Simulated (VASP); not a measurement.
Band structure of TiO₂ (anatase). Method: PBE GGA with D3 dispersion (Becke-Johnson damping), VASP's PBE PAW potentials (set 64) (plane waves; VASP).

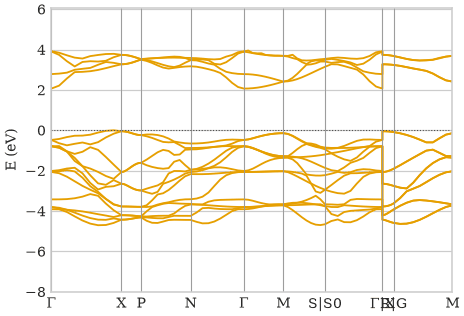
Figure: Bands along high-symmetry lines, zero at the valence-band maximum or, without a gap, the Fermi level

Read the plot: is there a gap, and where are the band edges?

The gap is indirect, 2.07 eV, from the valence maximum at Γ-X at 0.89 to the conduction minimum at Γ. (Edges off the drawn lines would not show.)

The compound is TiO2 in the anatase structure, one of several forms; rutile is the usual stable one. It was relaxed first.
